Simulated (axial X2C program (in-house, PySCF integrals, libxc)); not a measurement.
# SeAl: from the state search to constants

Aim: find the lowest determinant of SeAl, scan the bond at several levels and fit the constants, once spin-free and once with spin–orbit coupling.

Method: all-electron X2C, Se dyall-cv3z, Al dyall-v3z; program: an in-house X2C program for linear molecules on PySCF integrals.

All values are calculated.

## (1) Input

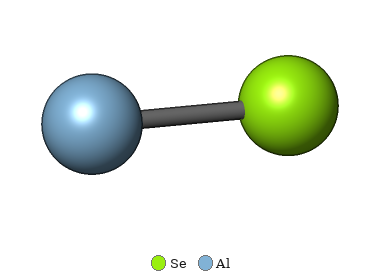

The two atoms at 2.200 Å (selenium green, aluminium light blue).

Input file task.json:

```json
{"zs": [34, 13], "q": 0, "bas": ["dyall-cv3z", "dyall-v3z"], "levels": ["PBE0", "HF", "BHandHLYP"], "cc": true, "r0": 2.2, "thr": -2.0, "nmax": 90, "npts": 10, "nst": 2, "ntry": 6}
```

Keys: zs atomic numbers; q charge; bas basis sets; levels methods (HF also brings MP2); cc coupled cluster on or off; r0 starting distance in Å; thr threshold in hartree for freezing inner shells (an s shell follows its p shell); nmax most natural virtual spinors; npts points asked for on the curve; nst determinants followed; ntry starts of the search.

Launch:

```
$ python so2c.py task.json out
```

Spin-free means the one-electron spin-free X2C Hamiltonian; two-component (2c) means X2C with spin–orbit coupling and atomic mean-field two-electron Coulomb and Gaunt terms. Basis: Se dyall-cv3z contracted to [8s9p6d4f1g], Al dyall-v3z contracted to [8s8p2d1f]; Gaussian nuclei, density fitting. Masses: Se 79.917 u, Al 26.982 u.

Notation: σ, π±, δ± give the projection m of an orbital's angular momentum (0, ±1, ±2), α and β its spin, Λ and M_S the sums; ω is the projection of a spinor's total angular momentum and Ω the sum. Logs are in hartree.

The results follow Hamiltonian by Hamiltonian and level by level.

## (2) Which state to follow

Determinants are compared with PBE0 at 2.200 Å.

Spin-free determinants:

```json
{"ΔE (eV)": "0.00", "state": "M_S = 1/2, Λ = 0", "open shells": "beyond closed shells: σα"}
{"ΔE (eV)": "0.74", "state": "M_S = 1/2, Λ = 1", "open shells": "beyond closed shells: π+α, π+β, π-α"}
{"ΔE (eV)": "3.04", "state": "M_S = 3/2, Λ = 0", "open shells": "beyond closed shells: σα, π+α, π+β, 2 × π-α"}
{"ΔE (eV)": "3.04", "state": "M_S = 3/2, Λ = 2", "open shells": "beyond closed shells: σα, 2 × π+α, π+β, π-α"}
{"ΔE (eV)": "3.24", "state": "M_S = 1/2, Λ = 2", "open shells": "beyond closed shells: σα, 2 × π+α, π+β, π-β"}
{"ΔE (eV)": "3.55", "state": "M_S = 1/2, Λ = 1", "open shells": "beyond closed shells: π+α"}
```

Two-component determinants:

```
ΔE (eV)    state                                  open shells
   0.00  Ω = 1/2                excess of +ω over −ω: ω = 1/2
   0.65  Ω = 3/2                excess of +ω over −ω: ω = 3/2
   2.96  Ω = 7/2   excess of +ω over −ω: ω = 1/2, 2 × ω = 3/2
   3.14  Ω = 3/2                excess of +ω over −ω: ω = 3/2
   3.37  Ω = 5/2   excess of +ω over −ω: 2 × ω = 1/2, ω = 3/2
   3.63  Ω = 1/2  excess of +ω over −ω: 2 × ω = -1/2, ω = 3/2
   3.66  Ω = 5/2   excess of +ω over −ω: 2 × ω = 1/2, ω = 3/2
```

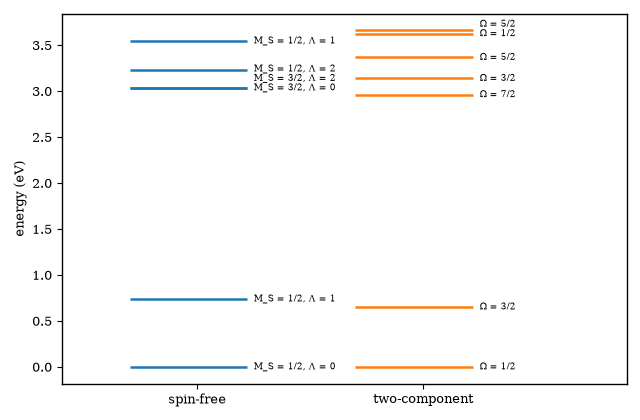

The determinants found, each set from its own lowest.

## (3) PBE0, spin-free

State followed: M_S = 1/2, Λ = 0 (beyond closed shells: σα). The scan is laid around 2.174 Å, a first estimate of the minimum, and this SCF restarts from the orbitals of the search.

The SCF at the reference distance of 2.174 Å:

```text
spin-free X2C-1e  PBE0
basis functions 151  fitting functions 897  grid points 5081
iter        total energy     max residual
   1      -2672.157599350     2.75e+00
   2      -2672.446141702     2.91e-02
   3      -2672.446390742     4.67e-03
   4      -2672.446604160     6.96e-03
   5      -2672.446642193     1.76e-03
   6      -2672.446681773     1.51e-03
   7      -2672.446683641     4.34e-04
   8      -2672.446683960     9.22e-05
   9      -2672.446683984     6.18e-05
  10      -2672.446683992     1.39e-05
converged
one-electron -3933.51551798  Coulomb 1260.43288711  exact exchange -26.25626485  xc functional -80.69579527  nuclear repulsion 107.58800700
```

Along the bond, energies from the lowest point:

```tsv
R (Å)	E (eV)	μ (D)	HOMO (eV)	LUMO (eV)	iterations
1.891	0.9495	2.80	-6.94	-3.81	27
1.978	0.3800	3.04	-7.05	-3.96	19
2.044	0.1414	3.21	-7.04	-4.07	17
2.109	0.0248	3.37	-6.91	-4.17	15
2.174	0.0000	3.52	-6.80	-4.25	10
2.250	0.0558	3.69	-6.68	-4.34	16
2.326	0.1753	3.85	-6.56	-4.40	14
2.424	0.3858	4.07	-6.42	-4.46	16
2.544	0.6870	4.35	-6.27	-4.48	16
2.717	1.1408	4.86	-6.05	-4.42	18
```

Dipoles are positive if Al is the positive end.

Outer orbitals at the reference distance:

| symmetry | occupied | ε (eV) | atomic character |
| --- | --- | --- | --- |
| σα | yes | -18.75 | 73% Se s, 11% Al p, 9% Al s |
| σβ | yes | -18.26 | 73% Se s, 11% Al p, 9% Al s |
| σα | yes | -10.40 | 47% Al s, 43% Se p, 5% Se s |
| σβ | yes | -9.41 | 47% Se p, 43% Al s, 6% Se s |
| σα | yes | -7.23 | 40% Al p, 33% Se p, 24% Al s |
| π+α | yes | -6.91 | 76% Se p, 17% Al p, 5% Al d |
| π-α | yes | -6.91 | 76% Se p, 17% Al p, 5% Al d |
| π-β | yes | -6.80 | 76% Se p, 16% Al p, 6% Al d |
| π+β | yes | -6.80 | 76% Se p, 16% Al p, 6% Al d |
| σβ | no | -4.25 | 35% Al p, 33% Al s, 29% Se p |
| π+α | no | -1.90 | 75% Al p, 12% Se p, 9% Al d |
| π-α | no | -1.90 | 75% Al p, 12% Se p, 9% Al d |
| π-β | no | -1.33 | 77% Al p, 12% Se p, 5% Al d |

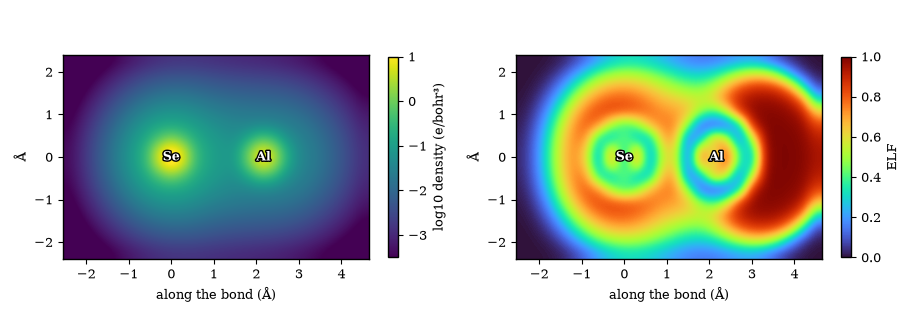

PBE0 fields in a plane through the axis, from a grid of 0.3 Å; Se lies at z = 0 and Al at z = 2.174 Å; the ELF is damped to zero where the density is low.

Re = 2.162 Å, ωe = 477 cm⁻¹, ωexe = 2.23 cm⁻¹, Be = 0.1788 cm⁻¹, De = 3.72 eV, μ = 3.49 D.

## (4) HF, spin-free

The SCF at the reference distance of 2.174 Å:

```text
spin-free X2C-1e  HF
basis functions 151  fitting functions 897  grid points 5081
iter        total energy     max residual
   1      -2670.519683273     2.26e-01
   2      -2670.541743186     8.24e-03
   3      -2670.542767401     1.19e-02
   4      -2670.543081155     3.43e-03
   5      -2670.543127414     6.79e-04
   6      -2670.543139118     5.64e-04
   7      -2670.543143424     2.71e-04
   8      -2670.543146558     1.90e-04
   9      -2670.543147363     1.14e-04
  10      -2670.543147556     6.84e-05
  11      -2670.543147631     5.20e-05
  12      -2670.543147680     3.24e-05
  13      -2670.543147701     1.53e-05
  14      -2670.543147706     5.12e-06
  15      -2670.543147706     1.85e-06
converged
one-electron -3933.63994282  Coulomb 1260.64051086  exact exchange -105.13172275  xc functional 0.00000000  nuclear repulsion 107.58800700
```

Re = 2.162 Å, ωe = 450 cm⁻¹, ωexe = 4.05 cm⁻¹, Be = 0.1789 cm⁻¹, De = 2.12 eV, μ = 4.39 D.

## (5) BHandHLYP, spin-free

Output at 2.174 Å:

```text
spin-free X2C-1e  BHandHLYP
basis functions 151  fitting functions 897  grid points 5081
iter        total energy     max residual
   1      -2672.810135838     5.29e-02
   2      -2672.811762445     5.58e-03
   3      -2672.811858019     1.24e-02
   4      -2672.812063748     8.18e-04
   5      -2672.812074503     4.64e-04
   6      -2672.812080159     3.52e-04
   7      -2672.812080648     8.90e-05
   8      -2672.812080750     2.74e-05
   9      -2672.812080763     1.15e-05
  10      -2672.812080766     5.36e-06
converged
one-electron -3933.85104377  Coulomb 1260.80089166  exact exchange -52.53332009  xc functional -54.81661556  nuclear repulsion 107.58800700
```

Re = 2.163 Å, ωe = 464 cm⁻¹, ωexe = 2.62 cm⁻¹, Be = 0.1786 cm⁻¹, De = 3.35 eV, μ = 3.79 D.

## (6) MP2 and beyond, spin-free

Correlated methods: 9 electrons correlated (frozen shells, counted by type: Se 3 s, 2 p, 1 d; Al 2 s, 1 p), 185 virtual spinors in MP2, 90 natural virtuals in coupled cluster.

Output of the correlated part at 2.174 Å:

```text
correlated 9  virtual 185  natural virtual 90  E(MP2) -0.195984349  MP2 remainder -0.004134349
iter   CCSD correlation   residual
   1     -0.201986485   1.24e-01
   2     -0.208072638   5.82e-02
   3     -0.210685857   2.82e-02
   4     -0.210806603   1.01e-02
   5     -0.210896954   3.25e-03
   6     -0.210904441   1.21e-03
   7     -0.210905759   4.69e-04
   8     -0.210908751   2.18e-04
   9     -0.210906423   1.09e-04
  10     -0.210907307   5.41e-05
  11     -0.210906858   2.14e-05
  12     -0.210907073   1.01e-05
  13     -0.210907078   4.35e-06
(T) -0.012899225  T1 0.0385  D1 0.0580  max T2 0.059
```

T1 in the output is the amplitude norm over the root of the electron number; divide by √2 for the Lee–Taylor value.

MP2: Re = 2.151 Å, ωe = 541 cm⁻¹, Be = 0.1806 cm⁻¹, De = 3.67 eV.

CCSD: Re = 2.177 Å, ωe = 465 cm⁻¹, ωexe = 2.26 cm⁻¹, Be = 0.1764 cm⁻¹, De = 3.27 eV. T1 at Re = 0.027 (Lee–Taylor, the printed value over √2).

CCSD(T): Re = 2.178 Å, ωe = 476 cm⁻¹, ωexe = 2.26 cm⁻¹, Be = 0.1761 cm⁻¹, De = 3.49 eV. T1 at Re = 0.027 (Lee–Taylor, the printed value over √2).

## (7) A higher determinant, spin-free

State: M_S = 1/2, Λ = 1 (beyond closed shells: π+α, π+β, π-α).

Output at the reference distance:

```text
spin-free X2C-1e  PBE0
basis functions 151  fitting functions 897  grid points 5081
iter        total energy     max residual
   1      -2672.111930500     2.16e+00
   2      -2672.415758002     2.50e-02
   3      -2672.416237332     3.52e-03
   4      -2672.416335609     3.33e-03
   5      -2672.416350065     4.37e-04
   6      -2672.416351315     3.50e-04
   7      -2672.416351751     7.23e-05
   8      -2672.416351780     2.48e-05
   9      -2672.416351785     8.90e-06
converged
one-electron -3932.55259368  Coulomb 1259.51045796  exact exchange -26.26295574  xc functional -80.69926732  nuclear repulsion 107.58800700
```

```tsv
R (Å)	E above the lowest PBE0 point (eV)
1.891	2.886
1.978	1.944
2.044	1.443
2.109	1.080
2.174	0.825
2.250	0.635
2.326	0.535
2.424	0.502
2.544	0.564
```

No constants are quoted: too few points lie around the minimum for a second fit to confirm the first.

## (8) The spin-free curves together

Energy (eV) of the followed determinant, spin-free, from each level's lowest point:

```tsv
R (Å)	PBE0	HF	MP2	CCSD	CCSD(T)	BHandHLYP
1.891	0.949	0.935	1.004	n/a	n/a	0.936
1.978	0.380	0.365	0.395	0.437	0.457	0.374
2.044	0.141	0.132	0.138	0.177	0.187	0.140
2.109	0.025	0.022	0.016	0.041	0.045	0.025
2.174	0.000	0.000	0.000	0.000	0.000	0.000
2.250	0.056	0.048	0.086	0.038	0.039	0.051
2.326	0.175	0.144	0.246	0.141	0.146	0.160
2.424	0.386	0.307	0.502	0.333	0.347	0.351
2.544	0.687	0.535	0.835	n/a	n/a	0.622
2.717	1.141	0.889	1.304	n/a	n/a	1.030
```

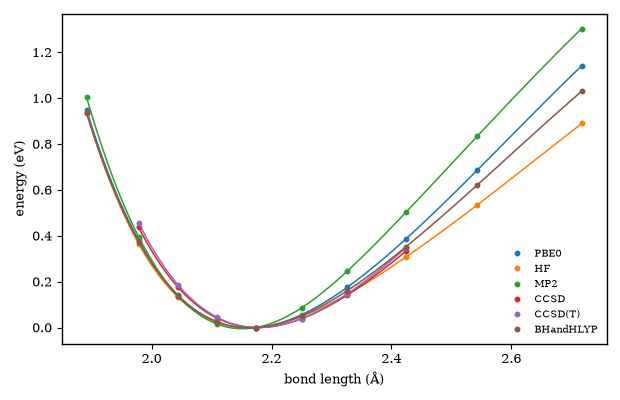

Curves of the followed state, spin-free, each from its own lowest point.

## (9) PBE0, 2c

State followed: Ω = 1/2 (excess of +ω over −ω: ω = 1/2). The scan is laid around 2.174 Å, a first estimate of the minimum, and this SCF restarts from the orbitals of the search.

Output at 2.174 Å:

```text
two-component X2C + atomic mean field  PBE0
basis functions 151  fitting functions 897  grid points 5081
iter        total energy     max residual
   1      -2671.307298025     2.29e+00
   2      -2671.597287084     2.43e-02
   3      -2671.597544022     4.45e-03
   4      -2671.597752064     5.78e-03
   5      -2671.597791082     1.56e-03
   6      -2671.597829667     1.26e-03
   7      -2671.597831688     3.60e-04
   8      -2671.597832054     9.41e-05
   9      -2671.597832114     6.37e-05
  10      -2671.597832144     3.93e-05
  11      -2671.597832150     8.89e-06
converged
one-electron -3931.31081588  Coulomb 1259.96202963  exact exchange -26.24687361  xc functional -80.66679531  nuclear repulsion 107.58800700  atomic mean-field constant -0.92338399
```

Along the bond, energies from the lowest point:

```tsv
R (Å)	E (eV)	μ (D)	HOMO (eV)	LUMO (eV)	iterations
1.891	0.9608	2.78	-6.92	-3.81	30
1.978	0.3883	3.01	-7.01	-3.96	19
2.044	0.1473	3.18	-6.94	-4.06	17
2.109	0.0280	3.33	-6.82	-4.16	15
2.174	0.0000	3.47	-6.71	-4.25	11
2.250	0.0510	3.62	-6.59	-4.33	18
2.326	0.1639	3.74	-6.50	-4.39	16
2.424	0.3606	3.84	-6.42	-4.45	19
2.544	0.6040	2.83	-6.42	-4.48	22
2.717	0.8548	3.11	-6.12	-4.17	20
```

Dipoles are positive if Al is the positive end.

Outer spinors at the reference distance:

```tsv
ω	occupied	ε (eV)	atomic character	λ mixture
1/2	yes	-18.75	73% Se s, 11% Al p, 9% Al s	100% σ
-1/2	yes	-18.27	73% Se s, 11% Al p, 9% Al s	100% σ
1/2	yes	-10.40	47% Al s, 44% Se p, 5% Se s	100% σ
-1/2	yes	-9.43	47% Se p, 43% Al s, 6% Se s	100% σ
1/2	yes	-7.25	38% Al p, 36% Se p, 23% Al s	92% σ, 8% π
-1/2	yes	-7.02	76% Se p, 16% Al p, 5% Al d	99% π, 1% σ
1/2	yes	-6.89	74% Se p, 18% Al p, 6% Al d	92% π, 8% σ
3/2	yes	-6.81	75% Se p, 18% Al p, 5% Al d	100% π
-3/2	yes	-6.71	75% Se p, 17% Al p, 6% Al d	100% π
-1/2	no	-4.25	35% Al p, 32% Al s, 29% Se p	99% σ, 1% π
-1/2	no	-1.91	76% Al p, 11% Se p, 9% Al d	100% π
3/2	no	-1.87	74% Al p, 12% Se p, 9% Al d	100% π
1/2	no	-1.35	78% Al p, 12% Se p, 5% Al d	100% π
```

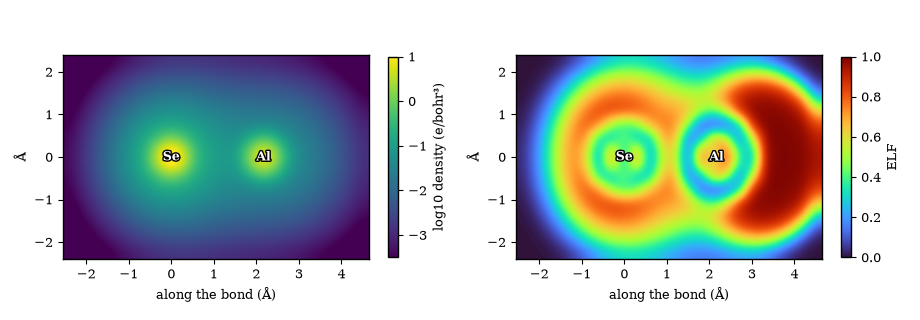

PBE0 fields in a plane through the axis, from a grid of 0.3 Å; Se lies at z = 0 and Al at z = 2.174 Å; the ELF is damped to zero where the density is low.

No constants are quoted: the solution changes its character somewhere along the scan, so the fit is set aside.

## (10) HF, 2c

Output at 2.174 Å:

```text
two-component X2C + atomic mean field  HF
basis functions 151  fitting functions 897  grid points 5081
iter        total energy     max residual
   1      -2669.671657653     2.32e-01
   2      -2669.693721975     8.14e-03
   3      -2669.694766058     1.21e-02
   4      -2669.695084713     3.55e-03
   5      -2669.695138583     6.24e-04
   6      -2669.695156549     7.89e-04
   7      -2669.695166084     4.88e-04
   8      -2669.695175431     4.11e-04
   9      -2669.695179751     2.64e-04
  10      -2669.695182218     1.64e-04
  11      -2669.695183959     1.31e-04
  12      -2669.695185196     1.16e-04
  13      -2669.695185719     7.24e-05
  14      -2669.695185877     4.20e-05
  15      -2669.695185936     4.04e-05
  16      -2669.695185970     2.81e-05
  17      -2669.695185987     1.45e-05
  18      -2669.695185993     4.98e-06
  19      -2669.695185994     2.58e-06
converged
one-electron -3931.40863160  Coulomb 1260.14257523  exact exchange -105.09375264  xc functional 0.00000000  nuclear repulsion 107.58800700  atomic mean-field constant -0.92338399
```

No constants are quoted: the solution changes its character somewhere along the scan, so the fit is set aside.

## (11) BHandHLYP, 2c

Output at 2.174 Å:

```text
two-component X2C + atomic mean field  BHandHLYP
basis functions 151  fitting functions 897  grid points 5081
iter        total energy     max residual
   1      -2671.961469848     5.46e-02
   2      -2671.963126123     5.32e-03
   3      -2671.963230495     1.29e-02
   4      -2671.963442405     1.03e-03
   5      -2671.963463816     6.99e-04
   6      -2671.963482730     9.01e-04
   7      -2671.963487029     2.78e-04
   8      -2671.963489785     2.72e-04
   9      -2671.963490924     2.16e-04
  10      -2671.963491188     5.46e-05
  11      -2671.963491230     2.20e-05
  12      -2671.963491237     1.22e-05
converged
one-electron -3931.63464136  Coulomb 1260.31817490  exact exchange -52.51448414  xc functional -54.79716365  nuclear repulsion 107.58800700  atomic mean-field constant -0.92338399
```

No constants are quoted: the solution changes its character somewhere along the scan, so the fit is set aside.

## (12) MP2 and beyond, 2c

Correlated methods: 9 electrons correlated (frozen shells, counted by type: Se 3 s, 2 p, 1 d; Al 2 s, 1 p), 185 virtual spinors in MP2, 90 natural virtuals in coupled cluster.

Output of the correlated part at 2.174 Å:

```text
correlated 9  virtual 185  natural virtual 90  E(MP2) -0.195328202  MP2 remainder -0.004131256
iter   CCSD correlation   residual
   1     -0.201773772   1.23e-01
   2     -0.207963501   5.78e-02
   3     -0.210516953   2.79e-02
   4     -0.210648476   1.01e-02
   5     -0.210739961   3.37e-03
   6     -0.210748475   1.43e-03
   7     -0.210750349   7.79e-04
   8     -0.210754254   5.48e-04
   9     -0.210750151   4.07e-04
  10     -0.210753234   2.76e-04
  11     -0.210751962   1.43e-04
  12     -0.210753690   7.57e-05
  13     -0.210753705   3.91e-05
  14     -0.210753856   1.96e-05
  15     -0.210754035   8.50e-06
  16     -0.210754020   3.53e-06
(T) -0.012754819  T1 0.0386  D1 0.0582  max T2 0.058
```

MP2: No constants are quoted: the reference changes its character somewhere along the scan, so the fit is set aside.

CCSD: No constants are quoted: the reference changes its character somewhere along the scan, so the fit is set aside.

CCSD(T): No constants are quoted: the reference changes its character somewhere along the scan, so the fit is set aside.

## (13) A higher determinant, 2c

State: Ω = 3/2 (excess of +ω over −ω: ω = 3/2).

Output at the reference distance:

```text
two-component X2C + atomic mean field  PBE0
basis functions 151  fitting functions 897  grid points 5081
iter        total energy     max residual
   1      -2671.265133090     1.81e+00
   2      -2671.570141779     2.09e-02
   3      -2671.570620778     3.46e-03
   4      -2671.570716193     2.77e-03
   5      -2671.570730840     4.31e-04
   6      -2671.570732065     2.89e-04
   7      -2671.570732501     5.92e-05
   8      -2671.570732528     2.47e-05
   9      -2671.570732533     7.16e-06
converged
one-electron -3930.40203059  Coulomb 1259.09165702  exact exchange -26.25378411  xc functional -80.67119787  nuclear repulsion 107.58800700  atomic mean-field constant -0.92338399
```

```tsv
R (Å)	E above the lowest PBE0 point (eV)
1.891	2.800
1.978	1.858
2.044	1.356
2.109	0.993
2.174	0.737
2.250	0.547
2.326	0.446
2.424	0.412
2.544	0.473
```

No constants are quoted: too few points lie around the minimum for a second fit to confirm the first.

## (14) The 2c curves together

Energy (eV) of the followed determinant, 2c, from each level's lowest point:

```tsv
R (Å)	PBE0 (jumps)	HF (jumps)	MP2 (its reference jumps)	CCSD (its reference jumps)	CCSD(T) (its reference jumps)	BHandHLYP (jumps)
1.891	0.961	0.952	1.006	n/a	n/a	0.952
1.978	0.388	0.378	0.394	0.448	0.464	0.387
2.044	0.147	0.142	0.136	0.185	0.193	0.149
2.109	0.028	0.028	0.013	0.046	0.048	0.031
2.174	0.000	0.000	0.000	0.000	0.000	0.000
2.250	0.051	0.032	0.119	0.030	0.038	0.040
2.326	0.164	0.055	0.479	0.156	0.201	0.130
2.424	0.361	0.086	0.587	0.269	0.350	0.257
2.544	0.604	0.184	0.691	n/a	n/a	0.386
2.717	0.855	0.419	0.908	n/a	n/a	0.621
```

Time for the job: 1.9 min (1 thread of Arm Neoverse V1, shared host); peak memory 0.56 GiB.

## (15) What came out

Lowest determinant that the search found at its distance, spin-free: M_S = 1/2, Λ = 0 (beyond closed shells: σα).

Lowest determinant that the search found at its distance, 2c: Ω = 1/2 (excess of +ω over −ω: ω = 1/2).

```
Hamiltonian      level  Re (Å)  ωe (cm⁻¹)  De (eV)  μ (D)
  spin-free       PBE0   2.162        477     3.72   3.49
  spin-free         HF   2.162        450     2.12   4.39
  spin-free        MP2   2.151        541     3.67    n/a
  spin-free       CCSD   2.177        465     3.27    n/a
  spin-free    CCSD(T)   2.178        476     3.49    n/a
  spin-free  BHandHLYP   2.163        464     3.35   3.79
```

Dipoles are positive if Al is the positive end. No constants: 2c PBE0 (the solution changes its character somewhere along the scan, so the fit is set aside); 2c HF (the solution changes its character somewhere along the scan, so the fit is set aside); 2c MP2 (the reference changes its character somewhere along the scan, so the fit is set aside); 2c CCSD (the reference changes its character somewhere along the scan, so the fit is set aside); 2c CCSD(T) (the reference changes its character somewhere along the scan, so the fit is set aside); 2c BHandHLYP (the solution changes its character somewhere along the scan, so the fit is set aside).

Bond lengths run from 2.151 Å (spin-free MP2) to 2.178 Å (spin-free CCSD(T)).

De refers to Se + Al, each in the lowest determinant found, which need not be this curve's own limit. The state is a single determinant with fixed occupations, the lowest that a limited PBE0 search found. Dissociation energies refer to the lowest single-determinant-based atoms at the same level and basis. Coupled cluster ran in a truncated set of natural virtual spinors; the MP2 energy of the rest was added. T1 at Re is 0.027 (Lee–Taylor), above the customary mark of 0.02.
